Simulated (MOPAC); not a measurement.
**GeSiH4SClF: geometry relaxation (part 1 of 2)**

System: GeSiH4SClF, SMILES F[SiH](Cl)[S][GeH3].
Method: PM7, closed shell, dispersion built in (MOPAC 23.2.5).

The atoms were displaced at random from an optimised geometry.

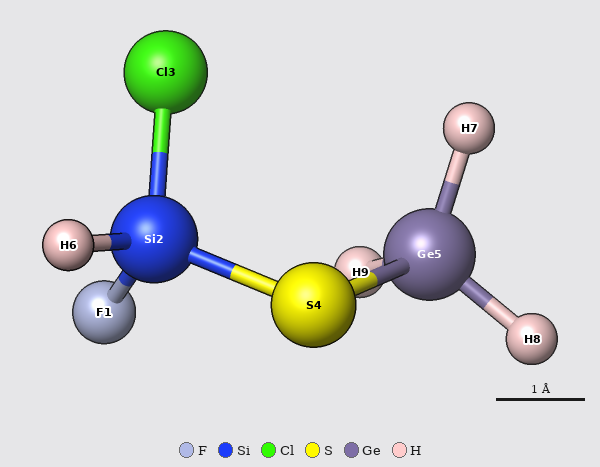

**Figure 1.** The input geometry (ball-and-stick view, seen at a tilt; atoms are numbered from 1 in the order of the input). Sticks mark near contacts. Bond lengths as drawn: Cl–Si 2.04 Å, F–Si 1.59 Å, Ge–H 1.52 to 1.53 Å, Ge–S 2.26 Å, H–Si 1.48 Å and S–Si 2.09 Å.

Results in brief:

| quantity | value |
| --- | --- |
| outcome | converged |
| total energy | −42.501677 hartree |
| dispersion energy | −0.000484 hartree |
| heat of formation | −138.58 kcal/mol |
| basis functions | 39 |
| largest force | 0.001 eV/Å |
| HOMO | −9.88 eV |
| LUMO | −2.06 eV |
| dipole moment | 1.90 D |
| hardware | 1 thread of Intel Xeon (Granite Rapids), 192 GiB of memory available, shared host |
| peak memory | 0.071 GiB |

Notes on the run: HEAT OF FORMATION IS ESSENTIALLY STATIONARY. MOPAC's energies along a path are heats of formation.

The input (mol.mop):
```
GNORM=0.01 BONDS CYCLES=300 DISP GRADIENTS PM7 AUX(PRECISION=9) THREADS=1
PM7 optimise

F     -0.952596 1     1.983864 1     0.861397 1
Si    -0.540612 1     0.575874 1     1.471967 1
Cl     1.471774 1     0.689997 1     1.752274 1
S     -1.099218 1    -1.003644 1     0.222641 1
Ge     0.353689 1    -0.692604 1    -1.485325 1
H     -1.221454 1     0.423731 1     2.776546 1
H      1.677502 1    -1.366798 1    -1.121050 1
H     -0.313983 1    -1.378632 1    -2.671393 1
H      0.495015 1     0.811685 1    -1.713304 1
```

Run as:
```bash
mopac mol.mop
```

The program's output:
```
MOPAC v23.2.5
PM7 CALCULATION RESULTS

 *  PM7        - The PM7 Hamiltonian to be used
 *  THREADS=1  - MULTI-THREADING NOT USED
 *  CYCLES=    - DO A MAXIMUM OF 300 STEPS
 *  GNORM      - EXIT WHEN GRADIENT NORM DROPS BELOW 0.010
 *  AUX        - OUTPUT AUXILIARY INFORMATION
 *  GRADIENTS  - ALL GRADIENTS TO BE PRINTED
 *  DISP       - PRINT DISPERSION AND HYDROGEN BOND ENERGIES
 *  BONDS      - FINAL BOND-ORDER MATRIX TO BE PRINTED
GNORM=0.01 BONDS CYCLES=300 DISP GRADIENTS PM7 AUX(PRECISION=9) THREADS=1
 PM7 optimise

   ATOM   CHEMICAL          X               Y               Z
  NUMBER   SYMBOL      (ANGSTROMS)     (ANGSTROMS)     (ANGSTROMS)

     1       F         -0.95259600  *   1.98386400  *   0.86139700  *
     2      Si         -0.54061200  *   0.57587400  *   1.47196700  *
     3      Cl          1.47177400  *   0.68999700  *   1.75227400  *
     4       S         -1.09921800  *  -1.00364400  *   0.22264100  *
     5      Ge          0.35368900  *  -0.69260400  *  -1.48532500  *
     6       H         -1.22145400  *   0.42373100  *   2.77654600  *
     7       H          1.67750200  *  -1.36679800  *  -1.12105000  *
     8       H         -0.31398300  *  -1.37863200  *  -2.67139300  *
     9       H          0.49501500  *   0.81168500  *  -1.71330400  *

          CARTESIAN COORDINATES

    NO.       ATOM           X           Y           Z

     1         F         -0.9526      1.9839      0.8614
     2        Si         -0.5406      0.5759      1.4720
     3        Cl          1.4718      0.6900      1.7523
     4         S         -1.0992     -1.0036      0.2226
     5        Ge          0.3537     -0.6926     -1.4853
     6         H         -1.2215      0.4237      2.7765
     7         H          1.6775     -1.3668     -1.1211
     8         H         -0.3140     -1.3786     -2.6714
     9         H          0.4950      0.8117     -1.7133

           Empirical Formula: H4 F Si Cl S Ge  =     9 atoms

      MOLECULAR POINT GROUP   :   C1

      RHF CALCULATION, NO. OF DOUBLY OCCUPIED LEVELS = 16

          Geometry optimization using EF

          DIAGONAL MATRIX USED AS START HESSIAN
```

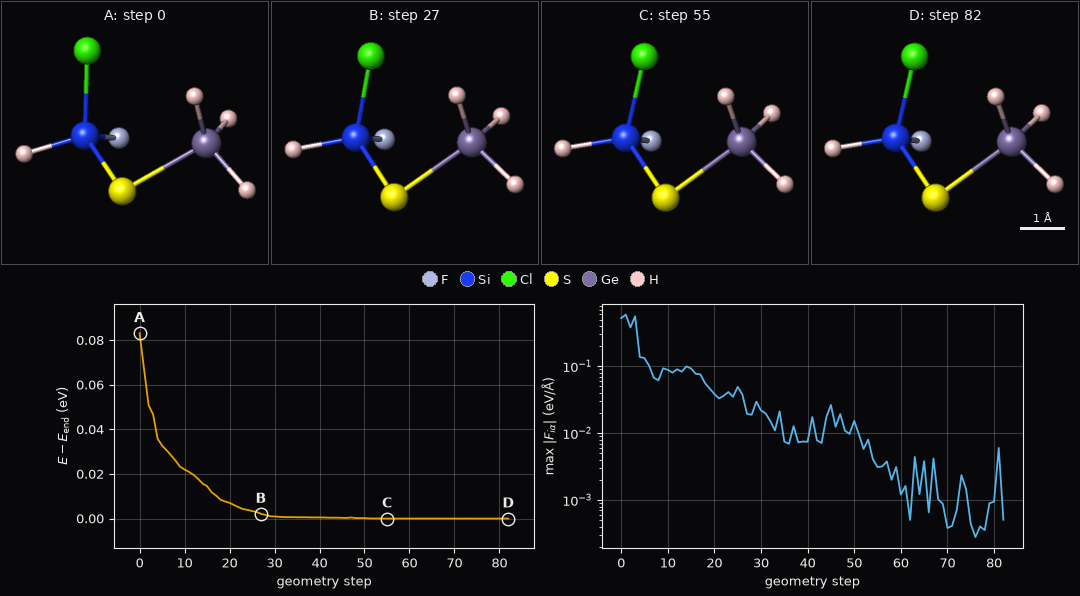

**Figure 2.** Frames of the relaxation (ball-and-stick view, seen at a tilt) above the curves, on which the letters mark them (steps are counted from 0).

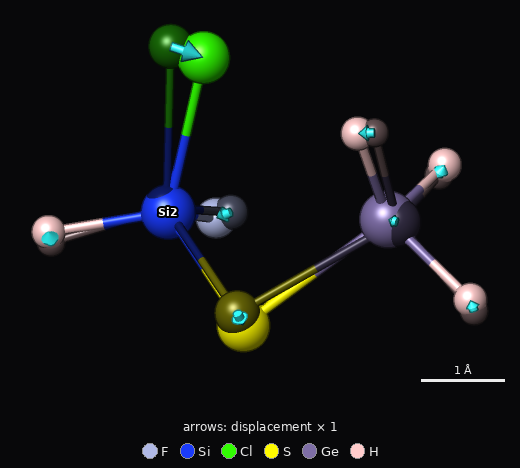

**Figure 3.** Start (faint) and end (solid) with the displacements as teal arrows, at true length (ball-and-stick view, seen at a tilt). The two geometries are laid on each other by the best rigid fit. The energy falls by 0.083 eV in 82 geometry steps. Largest force component: 0.53 eV/Å at the start, 0.00051 eV/Å at the end. The largest move after the best rigid fit is that of Cl3, 0.43 Å. By element the largest moves are Cl 0.43 Å, S 0.23 Å, H 0.22 Å, F 0.22 Å, Ge 0.12 Å, Si 0.06 Å. Distances before and after: S4–Ge5 2.264 → 2.232 Å, F1–Si2 1.589 → 1.570 Å, Ge5–H7 1.530 → 1.519 Å, Si2–Cl3 2.035 → 2.025 Å. Among the angles that change: S4–Ge5–H9 107.9° → 115.1°, Cl3–Si2–S4 112.9° → 108.7°, H8–Ge5–H9 111.6° → 107.6°. (Atoms are counted from 1 in the order of the input.)

```
 CYCLE:     1 TIME:   0.004 TIME LEFT:  2.00D  GRAD.:    26.036 HEAT: -136.6609
 CYCLE:     2 TIME:   0.004 TIME LEFT:  2.00D  GRAD.:    25.017 HEAT: -137.0373
 CYCLE:     3 TIME:   0.004 TIME LEFT:  2.00D  GRAD.:    16.336 HEAT: -137.4060
 CYCLE:     4 TIME:   0.004 TIME LEFT:  2.00D  GRAD.:    22.014 HEAT: -137.5010
 CYCLE:     5 TIME:   0.000 TIME LEFT:  2.00D  GRAD.:     7.740 HEAT: -137.7522
 CYCLE:     6 TIME:   0.004 TIME LEFT:  2.00D  GRAD.:     6.952 HEAT: -137.8234
 CYCLE:     7 TIME:   0.004 TIME LEFT:  2.00D  GRAD.:     4.836 HEAT: -137.8715
 CYCLE:     8 TIME:   0.000 TIME LEFT:  2.00D  GRAD.:     3.702 HEAT: -137.9241
 CYCLE:     9 TIME:   0.004 TIME LEFT:  2.00D  GRAD.:     4.207 HEAT: -137.9802
 CYCLE:    10 TIME:   0.004 TIME LEFT:  2.00D  GRAD.:     4.024 HEAT: -138.0419
 CYCLE:    11 TIME:   0.004 TIME LEFT:  2.00D  GRAD.:     3.344 HEAT: -138.0716
 CYCLE:    12 TIME:   0.000 TIME LEFT:  2.00D  GRAD.:     3.563 HEAT: -138.0962
 CYCLE:    13 TIME:   0.004 TIME LEFT:  2.00D  GRAD.:     4.358 HEAT: -138.1271
 CYCLE:    14 TIME:   0.004 TIME LEFT:  2.00D  GRAD.:     4.723 HEAT: -138.1676
 CYCLE:    15 TIME:   0.004 TIME LEFT:  2.00D  GRAD.:     4.566 HEAT: -138.2159
 CYCLE:    16 TIME:   0.000 TIME LEFT:  2.00D  GRAD.:     3.801 HEAT: -138.2433
 CYCLE:    17 TIME:   0.004 TIME LEFT:  2.00D  GRAD.:     4.987 HEAT: -138.3059
 CYCLE:    18 TIME:   0.004 TIME LEFT:  2.00D  GRAD.:     4.347 HEAT: -138.3405
 CYCLE:    19 TIME:   0.000 TIME LEFT:  2.00D  GRAD.:     3.079 HEAT: -138.3830
 CYCLE:    20 TIME:   0.004 TIME LEFT:  2.00D  GRAD.:     2.578 HEAT: -138.4018
 CYCLE:    21 TIME:   0.004 TIME LEFT:  2.00D  GRAD.:     2.076 HEAT: -138.4155
 CYCLE:    22 TIME:   0.004 TIME LEFT:  2.00D  GRAD.:     2.033 HEAT: -138.4382
 CYCLE:    23 TIME:   0.000 TIME LEFT:  2.00D  GRAD.:     2.154 HEAT: -138.4607
 CYCLE:    24 TIME:   0.004 TIME LEFT:  2.00D  GRAD.:     2.116 HEAT: -138.4804
 CYCLE:    25 TIME:   0.004 TIME LEFT:  2.00D  GRAD.:     1.796 HEAT: -138.4887
 CYCLE:    26 TIME:   0.004 TIME LEFT:  2.00D  GRAD.:     1.992 HEAT: -138.5007
 CYCLE:    27 TIME:   0.000 TIME LEFT:  2.00D  GRAD.:     1.586 HEAT: -138.5091
 CYCLE:    28 TIME:   0.004 TIME LEFT:  2.00D  GRAD.:     1.283 HEAT: -138.5296
 CYCLE:    29 TIME:   0.004 TIME LEFT:  2.00D  GRAD.:     1.088 HEAT: -138.5398
 CYCLE:    30 TIME:   0.004 TIME LEFT:  2.00D  GRAD.:     1.512 HEAT: -138.5542
 CYCLE:    31 TIME:   0.000 TIME LEFT:  2.00D  GRAD.:     1.022 HEAT: -138.5567
 CYCLE:    32 TIME:   0.004 TIME LEFT:  2.00D  GRAD.:     0.824 HEAT: -138.5598
 CYCLE:    33 TIME:   0.004 TIME LEFT:  2.00D  GRAD.:     0.845 HEAT: -138.5627
 CYCLE:    34 TIME:   0.004 TIME LEFT:  2.00D  GRAD.:     0.607 HEAT: -138.5637
 CYCLE:    35 TIME:   0.000 TIME LEFT:  2.00D  GRAD.:     0.776 HEAT: -138.5637
 CYCLE:    36 TIME:   0.004 TIME LEFT:  2.00D  GRAD.:     0.415 HEAT: -138.5647
 CYCLE:    37 TIME:   0.004 TIME LEFT:  2.00D  GRAD.:     0.370 HEAT: -138.5650
 CYCLE:    38 TIME:   0.000 TIME LEFT:  2.00D  GRAD.:     0.692 HEAT: -138.5648
 CYCLE:    39 TIME:   0.004 TIME LEFT:  2.00D  GRAD.:     0.362 HEAT: -138.5662
 CYCLE:    40 TIME:   0.004 TIME LEFT:  2.00D  GRAD.:     0.357 HEAT: -138.5664
 CYCLE:    41 TIME:   0.004 TIME LEFT:  2.00D  GRAD.:     0.346 HEAT: -138.5667
 CYCLE:    42 TIME:   0.004 TIME LEFT:  2.00D  GRAD.:     0.862 HEAT: -138.5671
 CYCLE:    43 TIME:   0.004 TIME LEFT:  2.00D  GRAD.:     0.470 HEAT: -138.5690
 CYCLE:    44 TIME:   0.004 TIME LEFT:  2.00D  GRAD.:     0.455 HEAT: -138.5695
 CYCLE:    45 TIME:   0.000 TIME LEFT:  2.00D  GRAD.:     0.890 HEAT: -138.5692
 CYCLE:    46 TIME:   0.008 TIME LEFT:  2.00D  GRAD.:     1.548 HEAT: -138.5704
 CYCLE:    47 TIME:   0.004 TIME LEFT:  2.00D  GRAD.:     0.655 HEAT: -138.5724
 CYCLE:    48 TIME:   0.000 TIME LEFT:  2.00D  GRAD.:     1.042 HEAT: -138.5671
 CYCLE:    49 TIME:   0.004 TIME LEFT:  2.00D  GRAD.:     0.460 HEAT: -138.5733
 CYCLE:    50 TIME:   0.004 TIME LEFT:  2.00D  GRAD.:     0.421 HEAT: -138.5736
 CYCLE:    51 TIME:   0.004 TIME LEFT:  2.00D  GRAD.:     0.937 HEAT: -138.5733
 CYCLE:    52 TIME:   0.004 TIME LEFT:  2.00D  GRAD.:     0.518 HEAT: -138.5767
 CYCLE:    53 TIME:   0.004 TIME LEFT:  2.00D  GRAD.:     0.309 HEAT: -138.5772
 CYCLE:    54 TIME:   0.004 TIME LEFT:  2.00D  GRAD.:     0.530 HEAT: -138.5772
 CYCLE:    55 TIME:   0.000 TIME LEFT:  2.00D  GRAD.:     0.195 HEAT: -138.5779
 CYCLE:    56 TIME:   0.004 TIME LEFT:  2.00D  GRAD.:     0.165 HEAT: -138.5779
 CYCLE:    57 TIME:   0.004 TIME LEFT:  2.00D  GRAD.:     0.149 HEAT: -138.5780
 CYCLE:    58 TIME:   0.000 TIME LEFT:  2.00D  GRAD.:     0.159 HEAT: -138.5780
 CYCLE:    59 TIME:   0.004 TIME LEFT:  2.00D  GRAD.:     0.085 HEAT: -138.5781
 CYCLE:    60 TIME:   0.004 TIME LEFT:  2.00D  GRAD.:     0.167 HEAT: -138.5781
 CYCLE:    61 TIME:   0.000 TIME LEFT:  2.00D  GRAD.:     0.049 HEAT: -138.5782
 CYCLE:    62 TIME:   0.004 TIME LEFT:  2.00D  GRAD.:     0.077 HEAT: -138.5781
 CYCLE:    63 TIME:   0.004 TIME LEFT:  2.00D  GRAD.:     0.029 HEAT: -138.5782
 CYCLE:    64 TIME:   0.004 TIME LEFT:  2.00D  GRAD.:     0.229 HEAT: -138.5779
 CYCLE:    65 TIME:   0.000 TIME LEFT:  2.00D  GRAD.:     0.058 HEAT: -138.5782
 CYCLE:    66 TIME:   0.004 TIME LEFT:  2.00D  GRAD.:     0.188 HEAT: -138.5779
 CYCLE:    67 TIME:   0.004 TIME LEFT:  2.00D  GRAD.:     0.038 HEAT: -138.5782
 CYCLE:    68 TIME:   0.004 TIME LEFT:  2.00D  GRAD.:     0.221 HEAT: -138.5779
 CYCLE:    69 TIME:   0.000 TIME LEFT:  2.00D  GRAD.:     0.044 HEAT: -138.5782
 CYCLE:    70 TIME:   0.004 TIME LEFT:  2.00D  GRAD.:     0.042 HEAT: -138.5782
 CYCLE:    71 TIME:   0.004 TIME LEFT:  2.00D  GRAD.:     0.023 HEAT: -138.5782
 CYCLE:    72 TIME:   0.000 TIME LEFT:  2.00D  GRAD.:     0.017 HEAT: -138.5782
 CYCLE:    73 TIME:   0.004 TIME LEFT:  2.00D  GRAD.:     0.040 HEAT: -138.5782
 CYCLE:    74 TIME:   0.004 TIME LEFT:  2.00D  GRAD.:     0.123 HEAT: -138.5779
 CYCLE:    75 TIME:   0.004 TIME LEFT:  2.00D  GRAD.:     0.060 HEAT: -138.5782
 CYCLE:    76 TIME:   0.000 TIME LEFT:  2.00D  GRAD.:     0.020 HEAT: -138.5782
 CYCLE:    77 TIME:   0.004 TIME LEFT:  2.00D  GRAD.:     0.016 HEAT: -138.5782
 CYCLE:    78 TIME:   0.004 TIME LEFT:  2.00D  GRAD.:     0.019 HEAT: -138.5782
 CYCLE:    79 TIME:   0.000 TIME LEFT:  2.00D  GRAD.:     0.016 HEAT: -138.5782
 CYCLE:    80 TIME:   0.004 TIME LEFT:  2.00D  GRAD.:     0.043 HEAT: -138.5782
 CYCLE:    81 TIME:   0.004 TIME LEFT:  2.00D  GRAD.:     0.036 HEAT: -138.5782
 CYCLE:    82 TIME:   0.004 TIME LEFT:  2.00D  GRAD.:     0.322 HEAT: -138.5776
 CYCLE:    83 TIME:   0.000 TIME LEFT:  2.00D  GRAD.:     0.026 HEAT: -138.5782

 HEAT OF FORMATION IS ESSENTIALLY STATIONARY

 -------------------------------------------------------------------------------
 GNORM=0.01 BONDS CYCLES=300 DISP GRADIENTS PM7 AUX(PRECISION=9) THREADS=1
 PM7 optimise

     GEOMETRY OPTIMISED USING EIGENVECTOR FOLLOWING (EF).
     SCF FIELD WAS ACHIEVED

                              PM7 CALCULATION

          FINAL HEAT OF FORMATION =       -138.57816 KCAL/MOL =    -579.81102 KJ/MOL

          TOTAL ENERGY            =     -26670.20528 KCAL/MOL = ELECTRONIC ENERGY + CORE-CORE REPULSION
          ENERGY OF ATOMS         =      26531.93107 KCAL/MOL
                              SUM =       -138.27421 KCAL/MOL
          DISPERSION ENERGY       =         -0.30395 KCAL/MOL
                              SUM =       -138.57816 KCAL/MOL = FINAL HEAT OF FORMATION

          TOTAL ENERGY            =      -1156.52956 EV
          ELECTRONIC ENERGY       =      -3115.98785 EV
          CORE-CORE REPULSION     =       1959.45829 EV
          COSMO AREA              =        152.52 SQUARE ANGSTROMS
          COSMO VOLUME            =        156.99 CUBIC ANGSTROMS

          GRADIENT NORM           =          0.02567          =       0.00856 PER ATOM
          IONIZATION POTENTIAL    =          9.876903 EV
          HOMO LUMO ENERGIES (EV) =         -9.877 -2.056
          NO. OF FILLED LEVELS    =         16
          MOLECULAR WEIGHT        =        191.2185         POINT GROUP:  C1

          MOLECULAR DIMENSIONS (Angstroms)

            Atom       Atom       Distance
            H     8    H     6     5.73323
            H     7    F     1     3.46892
           Cl     3    S     4     2.95960

          SCF CALCULATIONS        =         88

          WALL-CLOCK TIME         =      0.254 SECONDS
          COMPUTATION TIME        =      0.250 SECONDS

       FINAL  POINT  AND  DERIVATIVES
```
